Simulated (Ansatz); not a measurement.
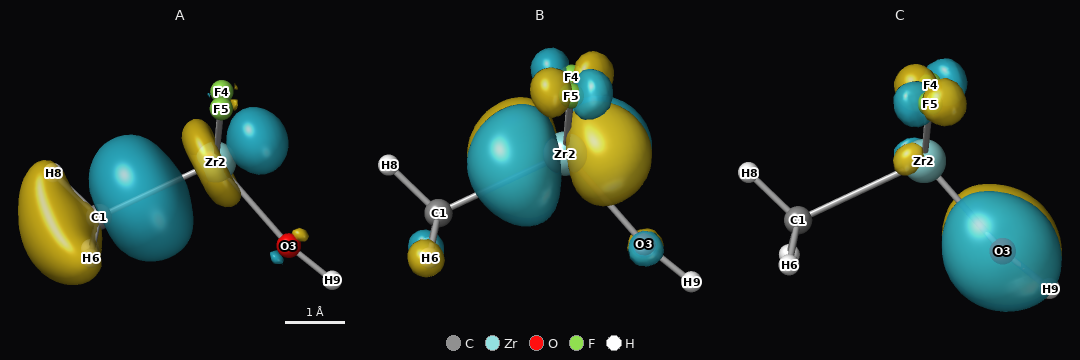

Figure 1: CH4F2OZr (SMILES [CH3][Zr]([OH])([F])[F]). Three frontier orbitals at ±0.15 Å⁻³ᐟ² (yellow and cyan are the two phases), in no order.

Geometry: PBE0-D4/def2-TZVP; core potentials replace the inner electrons of Zr.

Computed with RKS PBE0-D4/def2-TZVPP (Ansatz 0.2.0).

```xyz
9

C    -1.3976   -0.0414   -0.1989
Zr    0.7947    0.2517   -0.2968
O     1.4945   -0.5514    1.2831
F     1.3893   -0.6145   -1.8898
F     1.0899    2.1360   -0.3594
H    -1.8238    0.4327    0.6922
H    -1.6561   -1.1056   -0.1659
H    -1.8866    0.3955   -1.0776
H     1.9957   -0.9029    2.0132
```

> Which picture is the HOMO−1, the HOMO and the LUMO?

C is the HOMO−1 (−9.96 eV). It lies mainly on O3 (about 75 %); largely a lone pair of O3. A is the HOMO (−7.92 eV). By Hirshfeld shares it lies mainly on C1 (about 55 %) and Zr2 (about 30 %). B is the LUMO (−0.69 eV). It lies mainly on Zr2 (about 75 %), F4 (about 5 %) and F5 (about 5 %).

> What is the HOMO–LUMO gap?

7.23 eV between the orbital energies.
